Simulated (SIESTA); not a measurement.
Band structure of TiIn (P4/mmm, 2 atoms in the cell).

```
CELL_PARAMETERS angstrom
      2.96351     0.00000     0.00000
      0.00000     2.96351     0.00000
      0.00000     0.00000     4.23930
ATOMIC_POSITIONS crystal
  Ti 0.50000 0.50000 0.50000
  In 0.00000 0.00000 0.00000
```

Computed with GGA PBEsol, numerical atomic orbitals DZP, PseudoDojo PBEsol standard norm-conserving potentials (rewritten from UPF to PSML) run with SIESTA 5.4.2.

Settings: XC.functional = GGA; XC.authors = PBEsol; potentials = PseudoDojo PBEsol standard; PAO.BasisSize = DZP; PAO.EnergyShift = 0.005 Ry; MeshCutoff = 300 Ry; kgrid.MonkhorstPack = 15 15 10; OccupationFunction = FD; ElectronicTemperature = 0.1 eV; MaxSCFIterations = 150; SCF.Mixer.Method = Broyden; SCF.Mixer.Weight = 0.1; SCF.Mixer.History = 8; SCF.DM.Tolerance = 1.0E-04.

The starting cell comes from a database of computed structures (which also holds hypothetical and non-ambient phases and stackings), without a prior relaxation at this level. Its lattice was rescaled by a random factor within 2.5 % of one. Spin polarisation is off. Values carry the incompleteness of an atom-centred basis.

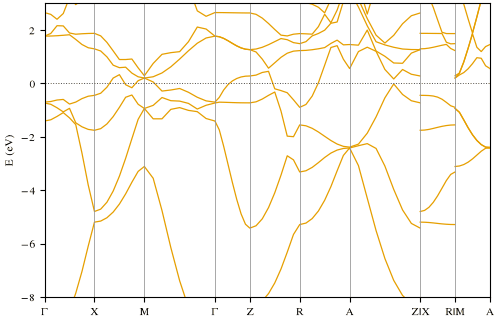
Bands along the path, energies from the Fermi level.

Levels in eV from the Fermi level, bands 10 to 15:
```json
[
 {"point": "Γ", "10": "-9.70", "11": "-1.41", "12": "-0.73", "13": "-0.70", "14": "1.77", "15": "1.77"},
 {"point": "X", "10": "-5.20", "11": "-4.80", "12": "-1.75", "13": "-0.45", "14": "1.30", "15": "1.88"},
 {"point": "M", "10": "-3.11", "11": "-0.94", "12": "-0.94", "13": "0.20", "14": "0.20", "15": "0.29"},
 {"point": "Z", "10": "-8.35", "11": "-5.42", "12": "-0.73", "13": "0.28", "14": "1.27", "15": "1.27"},
 {"point": "R", "10": "-5.29", "11": "-3.32", "12": "-1.55", "13": "-0.89", "14": "1.23", "15": "1.49"},
 {"point": "A", "10": "-2.42", "11": "-2.42", "12": "-2.39", "13": "0.56", "14": "1.46", "15": "3.47"}
]
```

Bands cross the Fermi level along this path, so the cell is metallic at this level.

Higher empty bands are left out: an atom-centred basis made for the valence describes them poorly.
